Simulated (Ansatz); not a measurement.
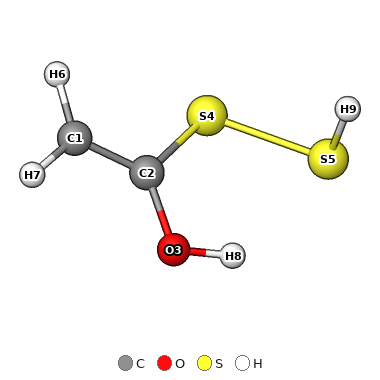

The system is C2H4OS2, SMILES C=C(O)SS; the picture shows the reference structure. The first coordinate is: dihedral C2–S4–S5–H9; the second: dihedral C1–C2–S4–S5. Nothing is relaxed (all other coordinates rigid). The grid has 18 × 18 points. Points are written as (first, second). Energies are in eV, from the relaxed molecule at the same level. Energies and slopes of some neighbouring points disagree (a jump in structure or state, or too coarse a mesh). All numbers below come from Ansatz 0.2.0, RKS PBE0-D4/def2-SVP.

Its coordinates:

```xyz
9

C    -1.1940    0.3602    1.1707
C    -0.4628    0.2107    0.0597
O    -0.9018   -0.3864   -1.0494
S     1.1568    0.9792    0.0124
S     2.1528   -0.2512   -1.3260
H    -0.7706    0.8368    2.0542
H    -2.2328    0.0254    1.1848
H    -0.1431   -0.5540   -1.6365
H     2.4840   -1.2670   -0.4870
```

Range: dihedral C2–S4–S5–H9 from −180 to 160°; dihedral C1–C2–S4–S5 from −180 to 160°.

What landscape does the calculation give?

The lowest grid point is at (−80°, 160°), 0.009 eV from the relaxed molecule at the same level. Other grid points that lie below all their neighbours: (100°, 160°) (0.021 eV higher); (−100°, −120°) (0.20 eV higher). The highest grid point, (0°, 0°), lies 1.48 eV above the lowest.

```csv
"dihedral C1–C2–S4–S5 ↓, dihedral C2–S4–S5–H9 →",−160,−120,−80,−40,0,40,80,120,160
160,0.54,0.20,0.01,0.33,0.93,0.61,0.09,0.10,0.45
120,0.45,0.25,0.09,0.25,0.52,0.44,0.19,0.16,0.37
80,0.50,0.33,0.25,0.42,0.59,0.45,0.28,0.33,0.49
40,0.58,0.42,0.38,0.69,0.73,0.49,0.37,0.45,0.60
0,0.71,0.58,0.47,0.71,1.49,0.79,0.49,0.55,0.70
−40,0.61,0.47,0.40,0.52,0.74,0.69,0.41,0.44,0.59
−80,0.50,0.32,0.26,0.42,0.58,0.41,0.25,0.33,0.51
−120,0.45,0.25,0.24,0.44,0.54,0.31,0.16,0.30,0.51
−160,0.48,0.20,0.26,0.76,0.87,0.34,0.12,0.34,0.62
```

The table holds every second grid line.

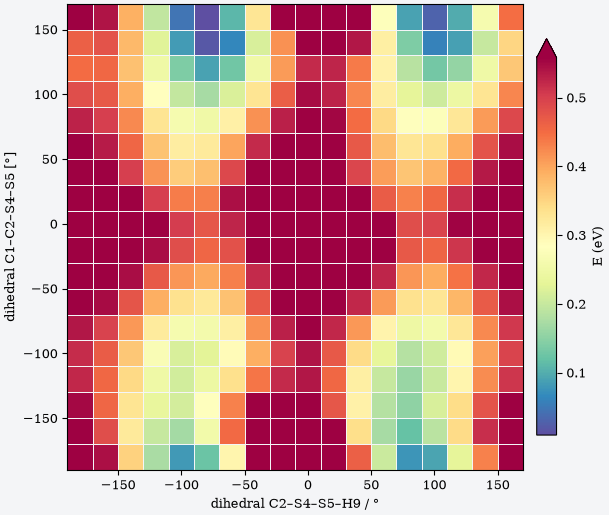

In the figure: one coloured cell a grid point, one colour for all values above the top of the scale.

Each point was launched as `ansatz run input.yaml --threads 1 --pin off --max-ram 2560MiB --backend cpu --events-out ev --progress --plain --runs-dir out`. Time for the 324 points that were run: 27 min on 1 thread of Arm Neoverse V1, with other jobs on the host.
